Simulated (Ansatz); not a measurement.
The calculation's input:

```
crystal:
  periodic: [false, false, false]
  atoms:
    - {symbol: C, position_ang: [0.563738, -0.304628, 0.105933]}
    - {symbol: B, position_ang: [-0.710477, -0.097735, -0.513485]}
    - {symbol: B, position_ang: [-0.347467, 0.023420, 1.160540]}
    - {symbol: H, position_ang: [-0.576044, 0.211365, 2.303729]}
    - {symbol: H, position_ang: [-1.395431, -0.062085, -1.474743]}
    - {symbol: H, position_ang: [-1.496930, 0.199825, 0.516295]}
    - {symbol: H, position_ang: [1.585782, -0.554770, -0.097588]}
basis:
  gaussian:
    orbitals: def2-TZVPD
output: {forces: true, orbitals: {seedname: orbitals}}
hamiltonian:
  xc: pbe0
```

Run with:

```sh
ansatz run input.yaml --threads 2 --pin off --max-ram 4350MiB --events-out events.jsonl --progress --plain --runs-dir runs
```

Geometry: B3LYP-D4/def2-TZVP.

Theory: isolated molecule in a Gaussian basis; Kohn-Sham density functional theory, functional PBE0 in Ansatz 0.2.0.

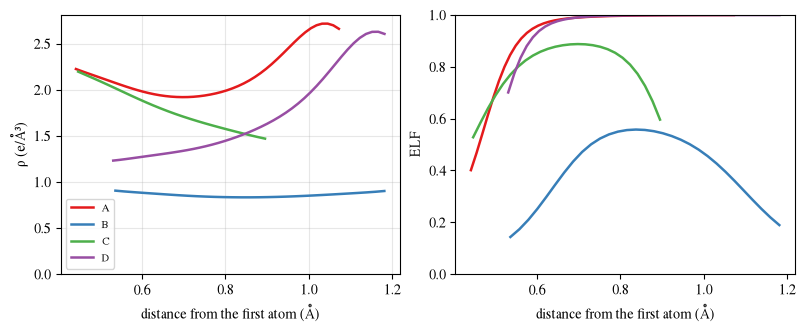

CH4B2. Electron density and ELF along straight lines between neighbouring atoms. The curves leave out the atomic cores.

### Which curve belongs to which contact (B–B, B–H, C–B and C–H)? The first atom named is at distance zero.

Curve A: C–H (1.07 Å): the density is about 2.1 e/Å³ at the midpoint; the ELF climbs to about 1 towards the hydrogen, as it does in any bond to H; an ordinary covalent bond to hydrogen. Curve B: B–B (1.72 Å): ρ is about 0.83 e/Å³ halfway; the ELF reaches about 0.55 near the midpoint. Curve C: C–B (1.43 Å): the density is about 1.7 e/Å³ at the midpoint; the ELF peaks at about 0.90 between the atoms (localised, covalent bonding). Curve D: B–H (1.18 Å): ρ is about 1.3 e/Å³ halfway; the ELF climbs to about 1 towards the hydrogen: an ordinary covalent bond to hydrogen.
